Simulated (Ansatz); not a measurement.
**BSiNH₆F₂: geometry relaxation (part 2 of 2)**

Continued. System: BSiNH₆F₂. Method: RHF/6-31G* (Ansatz 0.2.0). It belongs to a series of runs on one base structure; here: end point A relaxed.

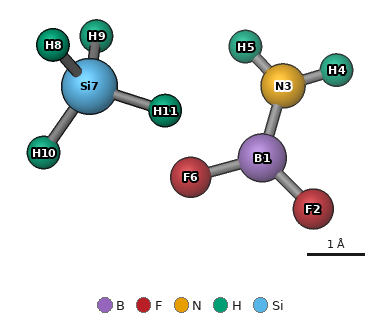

*The geometry at step 21 of the log (ball-and-stick view, seen at a tilt; atoms are numbered from 1 in the order of the input).*

## Trajectory as extended XYZ, continued
```
11
Properties=species:S:1:pos:R:3:forces:R:3 step=12 energy=-15526.25755
B     0.0942   -0.7217   -0.4041   -0.0577   0.0216   0.0580
F    -0.1977   -1.7389    0.3864    0.0070   0.0765  -0.0800
N     1.3615   -0.5771   -0.9598    0.0570  -0.0342  -0.0169
H     2.0986   -1.2240   -0.7861   -0.0687   0.0581  -0.0220
H     1.6006    0.1833   -1.5559   -0.0108  -0.0386   0.0361
F    -0.8604    0.1643   -0.6441    0.0743  -0.0906   0.0229
Si    0.0414    2.9764    1.4179   -0.0192   0.0179   0.0093
H     0.5917    3.9906    2.3412   -0.0014  -0.0274  -0.0211
H     0.7308    3.0813    0.1167    0.0009   0.0013   0.0124
H    -1.4020    3.2170    1.2356    0.0218  -0.0167   0.0018
H     0.2626    1.6317    1.9847   -0.0032   0.0323  -0.0003
11
Properties=species:S:1:pos:R:3:forces:R:3 step=13 energy=-15526.25742 accepted=F
B     0.0977   -0.7368   -0.4016   -0.1648  -0.0938   0.0059
F    -0.2177   -1.8070    0.3120    0.0343   0.2601  -0.1264
N     1.3608   -0.5943   -0.9677    0.1353  -0.0455  -0.0095
H     2.0774   -1.2810   -0.8547   -0.1597   0.1847  -0.0420
H     1.6138    0.1995   -1.5157   -0.0090  -0.1270   0.0874
F    -0.8350    0.1917   -0.5721    0.1645  -0.1848   0.0819
Si    0.0389    3.0009    1.4237   -0.0042  -0.0119   0.0551
H     0.5475    4.0570    2.3275   -0.0433  -0.0423  -0.0573
H     0.7526    3.0866    0.1336   -0.0137   0.0036   0.0159
H    -1.4106    3.1841    1.2074    0.0784  -0.0006   0.0166
H     0.2955    1.6823    2.0401   -0.0178   0.0574  -0.0276
11
Properties=species:S:1:pos:R:3:forces:R:3 step=15 energy=-15526.25973
B     0.1035   -0.7378   -0.4109    0.0178   0.0300   0.0575
F    -0.2085   -1.7819    0.3334   -0.0248   0.0343  -0.0469
N     1.3656   -0.6101   -0.9829    0.0054   0.0098  -0.0168
H     2.0829   -1.2873   -0.8506   -0.0368   0.0428  -0.0238
H     1.6217    0.1759   -1.5371    0.0067  -0.0503   0.0247
F    -0.8211    0.1929   -0.5861    0.0301  -0.0720   0.0034
Si    0.0304    3.0031    1.4306    0.0020   0.0048   0.0222
H     0.5599    4.0474    2.3306   -0.0098   0.0005  -0.0095
H     0.7312    3.0877    0.1343   -0.0019  -0.0082   0.0027
H    -1.4150    3.2122    1.2313    0.0134  -0.0056   0.0001
H     0.2704    1.6808    2.0397   -0.0023   0.0138  -0.0137
11
Properties=species:S:1:pos:R:3:forces:R:3 step=16 energy=-15526.26041
B     0.1073   -0.7588   -0.4180   -0.0718  -0.0190   0.0219
F    -0.2244   -1.8366    0.2715   -0.0059   0.1459  -0.0749
N     1.3668   -0.6325   -0.9957    0.0532   0.0159  -0.0105
H     2.0685   -1.3348   -0.9058   -0.0847   0.1145  -0.0327
H     1.6359    0.1764   -1.5118    0.0045  -0.1106   0.0523
F    -0.7995    0.2000   -0.5438    0.1037  -0.1491   0.0445
Si    0.0294    3.0297    1.4455   -0.0151   0.0178   0.0239
H     0.5206    4.1163    2.3198   -0.0084  -0.0378  -0.0255
H     0.7412    3.0932    0.1538    0.0039  -0.0057   0.0121
H    -1.4185    3.2009    1.2231    0.0283  -0.0165   0.0079
H     0.2939    1.7291    2.0936   -0.0077   0.0447  -0.0188
11
Properties=species:S:1:pos:R:3:forces:R:3 step=18 energy=-15526.26252
B     0.1088   -0.7601   -0.4149   -0.0767   0.0283   0.0238
F    -0.2409   -1.8563    0.2297    0.0076  -0.0040  -0.0073
N     1.3643   -0.6282   -0.9953    0.0827  -0.0292  -0.0215
H     2.0510   -1.3456   -0.9462    0.0025   0.0017  -0.0064
H     1.6472    0.1904   -1.4835   -0.0125   0.0064   0.0065
F    -0.7807    0.2160   -0.4884   -0.0059  -0.0097   0.0031
Si    0.0294    3.0296    1.4444   -0.0012   0.0149  -0.0072
H     0.4983    4.1437    2.2923   -0.0021   0.0016  -0.0004
H     0.7571    3.0663    0.1607    0.0003  -0.0020   0.0044
H    -1.4169    3.1730    1.2026    0.0025  -0.0021   0.0010
H     0.3035    1.7541    2.1310    0.0027  -0.0059   0.0040
11
Properties=species:S:1:pos:R:3:forces:R:3 step=19 energy=-15526.26325
B     0.1071   -0.7780   -0.4221   -0.0756   0.0320   0.0260
F    -0.2504   -1.8923    0.1870    0.0159   0.0162  -0.0199
N     1.3634   -0.6368   -1.0001    0.0738  -0.0347  -0.0200
H     2.0439   -1.3620   -0.9776   -0.0128   0.0168  -0.0039
H     1.6525    0.1950   -1.4623   -0.0203  -0.0058   0.0146
F    -0.7754    0.2071   -0.4616    0.0179  -0.0284   0.0032
Si    0.0310    3.0465    1.4518    0.0020   0.0044   0.0024
H     0.4769    4.1834    2.2823   -0.0032  -0.0028  -0.0060
H     0.7707    3.0671    0.1745   -0.0019   0.0006   0.0046
H    -1.4149    3.1650    1.1945    0.0049  -0.0006   0.0002
H     0.3163    1.7880    2.1660   -0.0008   0.0022  -0.0014
11
Properties=species:S:1:pos:R:3:forces:R:3 step=21 energy=-15526.26329
B     0.1044   -0.7834   -0.4245    0.0672  -0.0249  -0.0422
F    -0.2472   -1.9002    0.1820   -0.0129  -0.0039   0.0061
N     1.3640   -0.6387   -0.9997   -0.0778   0.0180   0.0302
H     2.0460   -1.3612   -0.9788    0.0221  -0.0136   0.0022
H     1.6492    0.1970   -1.4563    0.0090   0.0053  -0.0088
F    -0.7827    0.1953   -0.4694   -0.0076   0.0174   0.0140
Si    0.0326    3.0513    1.4540   -0.0001   0.0046   0.0012
H     0.4775    4.1891    2.2832   -0.0001  -0.0006  -0.0018
H     0.7730    3.0708    0.1770   -0.0023  -0.0013   0.0022
H    -1.4132    3.1698    1.1960    0.0034  -0.0026  -0.0017
H     0.3175    1.7932    2.1690   -0.0009   0.0016  -0.0016
11
Properties=species:S:1:pos:R:3:forces:R:3 step=22 energy=-15526.26376
B     0.1035   -0.7932   -0.4265    0.0031   0.0043   0.0009
F    -0.2547   -1.9229    0.1518    0.0000  -0.0039  -0.0026
N     1.3627   -0.6382   -0.9972   -0.0001  -0.0046  -0.0007
H     2.0441   -1.3623   -0.9921   -0.0032   0.0016  -0.0017
H     1.6503    0.2063   -1.4364   -0.0010   0.0016   0.0040
F    -0.7785    0.1918   -0.4433    0.0009  -0.0004   0.0011
Si    0.0338    3.0568    1.4535    0.0002  -0.0020  -0.0002
H     0.4741    4.2026    2.2739    0.0001   0.0026  -0.0009
H     0.7764    3.0676    0.1779    0.0001   0.0003   0.0002
H    -1.4116    3.1687    1.1915    0.0002  -0.0003  -0.0009
H     0.3211    1.8056    2.1793   -0.0002   0.0008   0.0008
11
Properties=species:S:1:pos:R:3:forces:R:3 step=24 energy=-15526.26425
B     0.1010   -0.8116   -0.4314   -0.0176   0.0026   0.0270
F    -0.2647   -1.9652    0.0954    0.0036   0.0501  -0.0270
N     1.3602   -0.6397   -0.9968    0.0297   0.0040  -0.0206
H     2.0354   -1.3700   -1.0276   -0.0227   0.0376  -0.0053
H     1.6532    0.2234   -1.3968   -0.0095  -0.0501   0.0237
F    -0.7722    0.1821   -0.3993    0.0165  -0.0447   0.0035
Si    0.0367    3.0690    1.4567    0.0017   0.0003   0.0009
H     0.4597    4.2393    2.2526   -0.0037  -0.0129  -0.0057
H     0.7902    3.0571    0.1870   -0.0003  -0.0017   0.0054
H    -1.4072    3.1617    1.1787    0.0047  -0.0006   0.0033
H     0.3290    1.8369    2.2140   -0.0024   0.0154  -0.0052
11
Properties=species:S:1:pos:R:3:forces:R:3 step=25 energy=-15526.26440
B     0.1014   -0.8197   -0.4293   -0.0654  -0.0163   0.0069
F    -0.2719   -1.9881    0.0603    0.0192   0.0942  -0.0274
N     1.3591   -0.6392   -0.9947    0.0562   0.0024  -0.0186
H     2.0293   -1.3732   -1.0504   -0.0350   0.0545  -0.0037
H     1.6565    0.2339   -1.3698   -0.0138  -0.0651   0.0299
F    -0.7658    0.1786   -0.3658    0.0384  -0.0706   0.0131
Si    0.0371    3.0747    1.4541    0.0066  -0.0094   0.0218
H     0.4542    4.2526    2.2416   -0.0038  -0.0032  -0.0135
H     0.7965    3.0508    0.1880   -0.0051   0.0030   0.0036
H    -1.4065    3.1598    1.1720    0.0065   0.0020  -0.0033
H     0.3311    1.8527    2.2266   -0.0039   0.0085  -0.0088
11
Properties=species:S:1:pos:R:3:forces:R:3 step=27 energy=-15526.26501
B     0.0988   -0.8338   -0.4312   -0.0009  -0.0133  -0.0023
F    -0.2781   -2.0179    0.0123    0.0025   0.0333  -0.0091
N     1.3580   -0.6359   -0.9885   -0.0066   0.0228  -0.0010
H     2.0255   -1.3680   -1.0740   -0.0034   0.0106  -0.0022
H     1.6586    0.2505   -1.3258   -0.0015  -0.0309   0.0099
F    -0.7645    0.1629   -0.3269    0.0090  -0.0229   0.0041
Si    0.0396    3.0804    1.4532   -0.0054   0.0074  -0.0176
H     0.4576    4.2689    2.2228    0.0026  -0.0003   0.0092
H     0.7975    3.0436    0.1869    0.0065  -0.0065  -0.0019
H    -1.4026    3.1661    1.1665   -0.0054  -0.0026   0.0041
H     0.3306    1.8661    2.2370    0.0025   0.0025   0.0068
11
Properties=species:S:1:pos:R:3:forces:R:3 step=28 energy=-15526.26537
B     0.0952   -0.8490   -0.4351    0.0190  -0.0240  -0.0038
F    -0.2835   -2.0488   -0.0377    0.0061   0.0305  -0.0111
N     1.3561   -0.6306   -0.9818   -0.0296   0.0401   0.0053
H     2.0232   -1.3588   -1.0948    0.0053  -0.0024  -0.0013
H     1.6583    0.2686   -1.2825   -0.0046  -0.0361   0.0084
F    -0.7679    0.1429   -0.2939    0.0030  -0.0071   0.0023
Si    0.0424    3.0880    1.4499    0.0026  -0.0048   0.0053
H     0.4623    4.2859    2.2034    0.0017   0.0117  -0.0035
H     0.8035    3.0266    0.1860   -0.0030   0.0013  -0.0001
H    -1.3999    3.1700    1.1630   -0.0024   0.0020  -0.0061
H     0.3313    1.8882    2.2559    0.0019  -0.0111   0.0047
11
Properties=species:S:1:pos:R:3:forces:R:3 step=30 energy=-15526.26549
B     0.0938   -0.8461   -0.4342    0.0028  -0.0060  -0.0088
F    -0.2844   -2.0472   -0.0425   -0.0004  -0.0019   0.0015
N     1.3545   -0.6242   -0.9784   -0.0014  -0.0143   0.0058
H     2.0225   -1.3518   -1.0933   -0.0042   0.0060   0.0004
H     1.6562    0.2749   -1.2765    0.0071   0.0116  -0.0043
F    -0.7706    0.1441   -0.2906   -0.0045   0.0042   0.0050
Si    0.0445    3.0822    1.4489   -0.0002   0.0043   0.0002
H     0.4630    4.2869    2.1935   -0.0011  -0.0052  -0.0023
H     0.8058    3.0150    0.1853    0.0004  -0.0036   0.0034
H    -1.3975    3.1629    1.1583    0.0028  -0.0019   0.0018
H     0.3333    1.8862    2.2620   -0.0014   0.0068  -0.0028
```

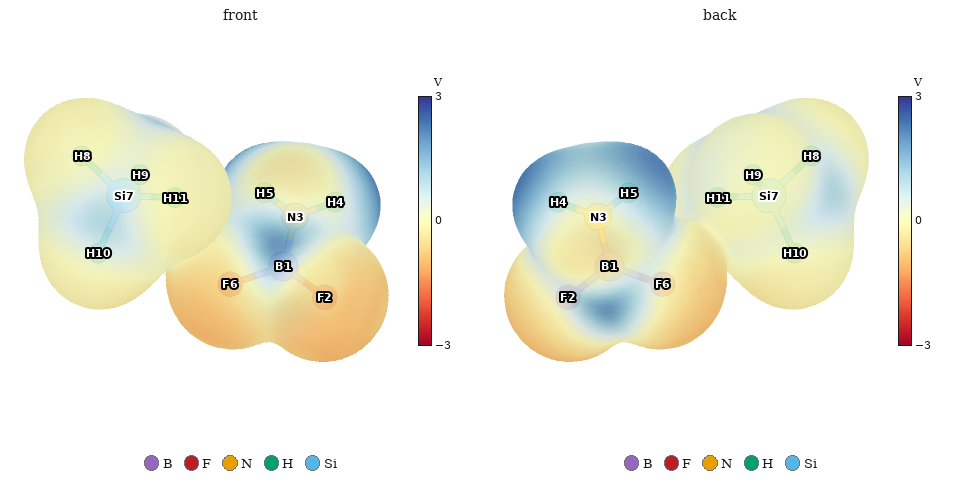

*The electrostatic potential painted on the density surface at 0.002 e/bohr³, seen at a tilt and from behind; the colour scale runs from red (negative) to blue (positive).*

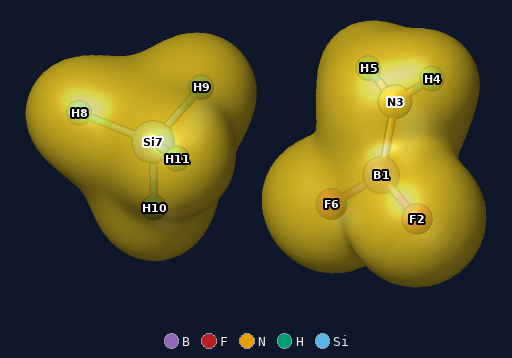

*Isosurface of the total electron density at 0.05 e/Å³ (yellow), seen at a tilt.*

At this value the surface falls into two separate pieces. It is pinched off along the Si···F (3.51 Å) contacts. On the grid the lowest density along these lines, outside the cores, is 0.02 e/Å³ (Si···F, 3.51 Å), 1.5 e/Å³ (B–F, 1.32 Å), 1.6 e/Å³ (B–N, 1.39 Å) and 2.3 e/Å³ (N–H, 0.99 Å).

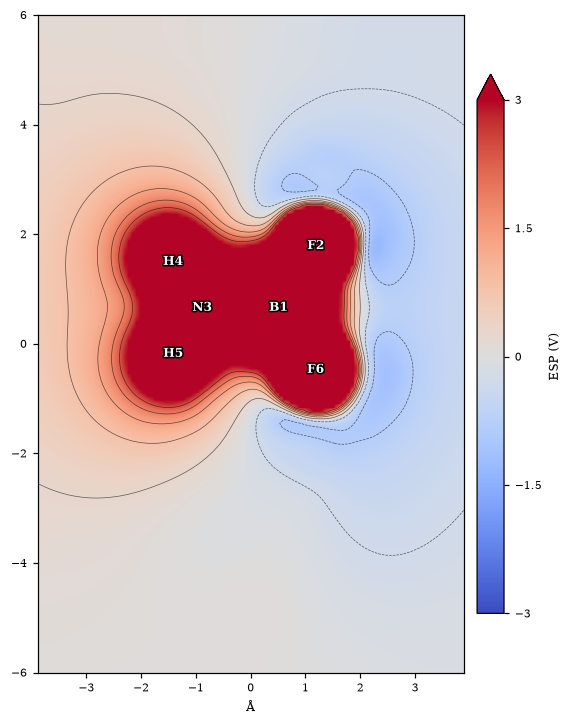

*Electrostatic potential on the plane of atoms N3, B1 and F6.*

The section cuts through B, F, N and H sites.

This output came from the following input.

## Input
```yaml
crystal:
  periodic: [false, false, false]
  atoms:
    - { symbol: B, position_ang: [0.090532, -0.263241, -0.227443] }
    - { symbol: F, position_ang: [-0.126807, -0.860999, 0.928352] }
    - { symbol: "N", position_ang: [1.344951, -0.295654, -0.828528] }
    - { symbol: H, position_ang: [2.106389, -0.807221, -0.444007] }
    - { symbol: H, position_ang: [1.524158, 0.105777, -1.720466] }
    - { symbol: F, position_ang: [-0.929642, 0.351722, -0.801351] }
    - { symbol: Si, position_ang: [0.057639, 2.542694, 1.241744] }
    - { symbol: H, position_ang: [0.757105, 3.374241, 2.244903] }
    - { symbol: H, position_ang: [0.69365, 2.752229, -0.069995] }
    - { symbol: H, position_ang: [-1.35714, 2.946718, 1.177801] }
    - { symbol: H, position_ang: [0.160265, 1.136634, 1.631388] }
basis:
  gaussian: { orbitals: "6-31G*" }
hamiltonian:
  xc: hf
relax:
  f_tol: 0.03
  max_steps: 50
output:
  orbitals: {}
```

Run as:
```bash
ansatz run input.yaml --threads 1 --pin off --max-ram 2048MiB --backend cpu --events-out ev --progress --plain --runs-dir out
```

## Results in brief

```tsv
quantity	value
outcome	converged
total energy	−15526.2655 eV
mean-field energy	−15526.2655 eV
largest force (length of the vector) at the end	0.015 eV/Å
hardware	1 thread of Arm Neoverse V2, 24 GiB of memory available, shared host
wall time	54 s
peak memory	0.16 GiB
```
